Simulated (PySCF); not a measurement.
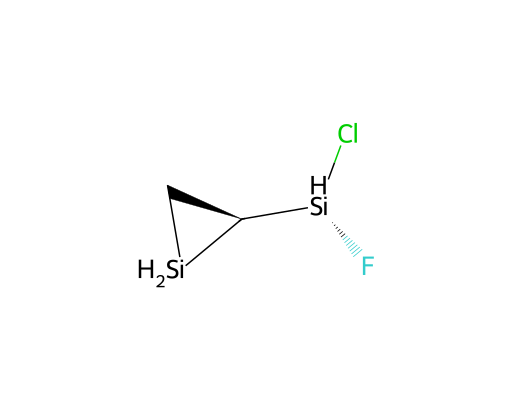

Question: Give its SMILES.

Answer: F[Si@@H](Cl)[C@@H]1C[SiH2]1

Question: Give the formula, hydrogens included.

Answer: C2H6ClFSi2.

Question: An optimisation with PBE0-D3(BJ)/def2-SVP gave a structure of which point group?

Answer: C1.

More results for the same structure follow; atom numbers are the same in all pictures, views and colours differ. The geometry was computed by an optimisation with PBE0-D3(BJ)/def2-SVP. No frequency run is at hand to confirm it as a minimum.

### Geometry

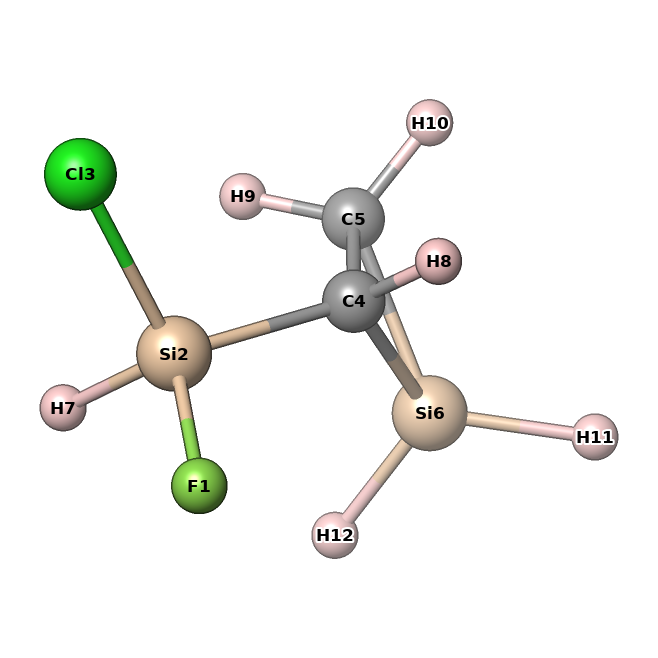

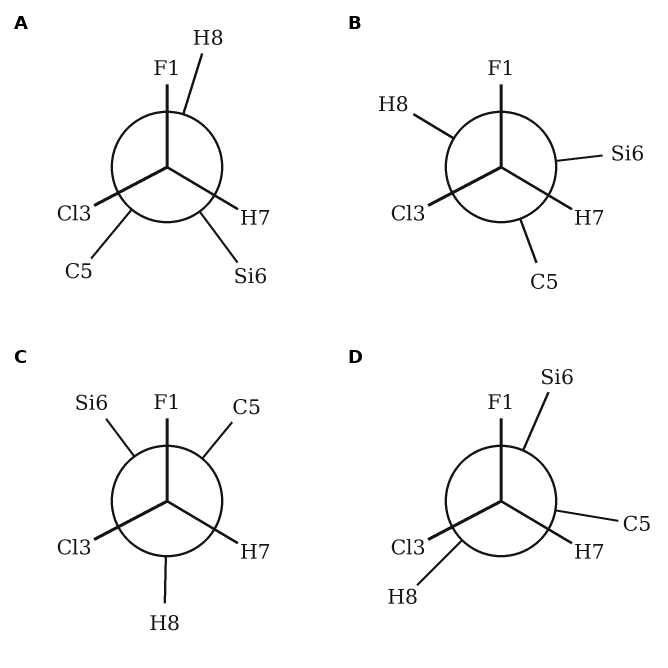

Distant atoms are faded towards the background colour. Bonds that would overlap in a projection are set slightly apart. No frequency run is at hand to confirm it as a minimum.

Question: Which Newman projection shows the view along Si2–C4, with Si2 in front?

Answer: B. The torsion angle Cl3–Si2–C4–Si6 is −159°, antiperiplanar (anti).

### Bond orders

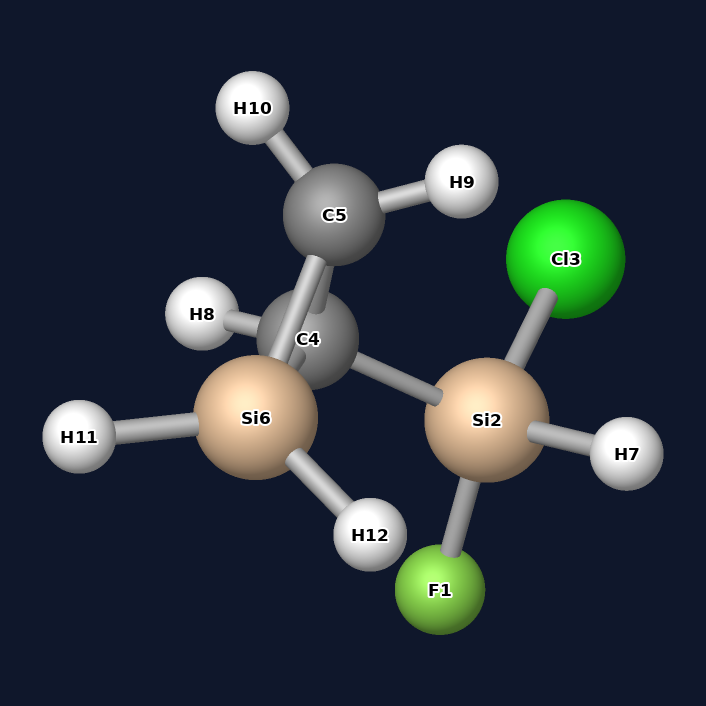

The thickness of each stick grows with its Mayer bond order. No frequency run is at hand to confirm it as a minimum. Method: PBE0/pcSseg-0 (PySCF 2.14.0).

List the Mayer bond orders of F1–Si2, Si2–Cl3, Si2–C4, Si2–H7, C4–C5, C4–Si6, C4–H8, C5–Si6, C5–H9, C5–H10, Si6–H11, Si6–H12.

```json
{"bond": "F1–Si2", "Mayer order": "0.81", "length (Å)": "1.620"}
{"bond": "Si2–Cl3", "Mayer order": "0.86", "length (Å)": "2.062"}
{"bond": "Si2–C4", "Mayer order": "0.67", "length (Å)": "1.831"}
{"bond": "Si2–H7", "Mayer order": "0.89", "length (Å)": "1.484"}
{"bond": "C4–C5", "Mayer order": "0.82", "length (Å)": "1.548"}
{"bond": "C4–Si6", "Mayer order": "0.74", "length (Å)": "1.872"}
{"bond": "C4–H8", "Mayer order": "0.85", "length (Å)": "1.098"}
{"bond": "C5–Si6", "Mayer order": "0.81", "length (Å)": "1.853"}
{"bond": "C5–H9", "Mayer order": "0.90", "length (Å)": "1.097"}
{"bond": "C5–H10", "Mayer order": "0.89", "length (Å)": "1.095"}
{"bond": "Si6–H11", "Mayer order": "0.96", "length (Å)": "1.482"}
{"bond": "Si6–H12", "Mayer order": "0.95", "length (Å)": "1.483"}
```

### Core levels

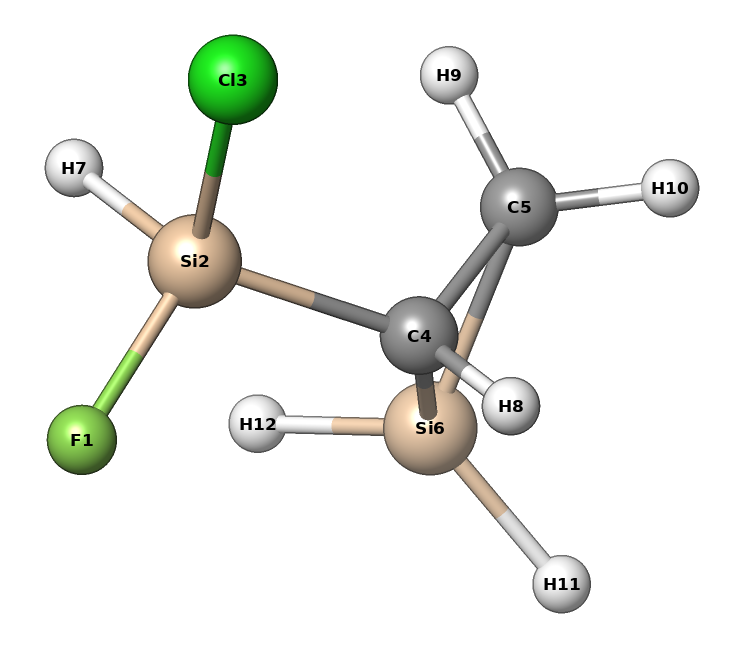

No frequency run is at hand to confirm it as a minimum. Method: delta-SCF UKS SCAN, pcX-1 on the ionised atom, pcseg-1 elsewhere, spin-free X2C (PySCF 2.14.0).

Give the core-electron binding energies (to vacuum; p and d levels without spin–orbit splitting) of F1 1s, Si2 1s, Si2 2p, Cl3 1s, Cl3 2p, C4 1s, C5 1s, Si6 1s, Si6 2p.

```csv
atom,level,binding energy (eV)
F1,1s,692.6
Si2,1s,1848.7
Si2,2p,108.9
Cl3,1s,2828.5
Cl3,2p,206.6
C4,1s,290.3
C5,1s,290.7
Si6,1s,1846.9
Si6,2p,107.5
```

### Electronic properties

No frequency run is at hand to confirm it as a minimum. Method: BHandHLYP/pcSseg-1, gas phase (PySCF 2.14.0).

Computed properties:

- dipole moment: 3.35 D
- HOMO energy (Kohn–Sham orbital): −8.48 eV
- LUMO energy (Kohn–Sham orbital): 0.71 eV
- HOMO–LUMO gap: 9.20 eV

### NMR shielding

The questions are on isotropic NMR shieldings of the H atoms. No frequency run is at hand to confirm it as a minimum. Properties computed with GIAO PBE0/STO-3G NMR shielding, non-relativistic, gas phase (PySCF 2.14.0).

Give the isotropic NMR shieldings of the H atoms atom by atom.

```tsv
atom	σ (ppm)
H7	29.56
H8	32.48
H9	32.19
H10	31.85
H11	31.36
H12	31.55
```
